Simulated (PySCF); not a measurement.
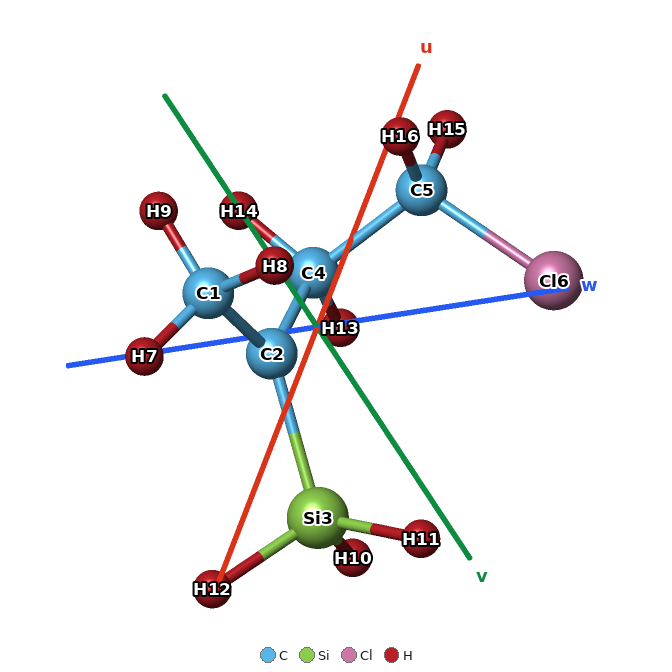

The lines u, v and w are the principal axes of the g tensor. Charge 0, doublet. The geometry was computed by an optimisation with GFN2-xTB. No frequency run is at hand to confirm it as a minimum. Method: UKS B3LYP, pcH-1 on C Cl H Si, non-relativistic, mean-field spin-orbit, GIAO (PySCF 2.14.0).

Along which axis does g lie farthest from the free-electron value?

Answer. Along v: the shift is 1195 ppm.

Give the principal values and shifts.

```csv
axis,g,shift (ppm)
u,2.00288,559
v,2.00351,1195
w,2.00211,−210
```

The geometry is semi-empirical. Around Si such bond lengths and angles can be off by a tenth of an ångström or more and by several degrees, and values that hang on the shape move with them.
